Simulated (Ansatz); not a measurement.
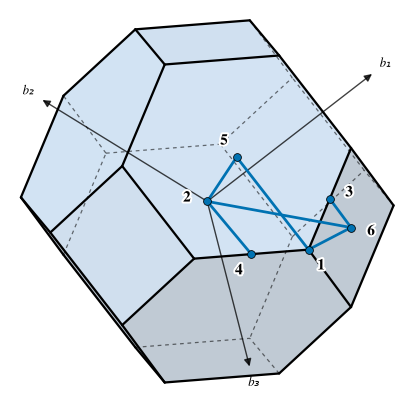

The first Brillouin zone of a face-centred cubic lattice (cF; extended symbol cF2) is drawn with its special points numbered. Crystal: Sr2SnB6, the geometry relaxed with DFT PBE, scalar-relativistic, plane waves, PAW (Ansatz 0.2.0); the starting structure was generated, so it need not be a known form of this composition. All values are computed from the atomic coordinates in the standard setting (tolerance 0.002 Å).

a = 7.984 Å, b = 7.984 Å, c = 7.984 Å, α = 90.00°, β = 90.00°, γ = 90.00°.

Labels and path follow the convention of Hinuma et al. (2017), as computed by seekpath; the arrows show the directions of the reciprocal primitive vectors b₁, b₂, b₃, in which coordinates are given.

Which special point is each number?

Answer.
```csv
no.,label,coordinates
1,W,"(1/2, 1/4, 3/4)"
2,Γ,"(0, 0, 0)"
3,U,"(5/8, 1/4, 5/8)"
4,K,"(3/8, 3/8, 3/4)"
5,L,"(1/2, 1/2, 1/2)"
6,X,"(1/2, 0, 1/2)"
```
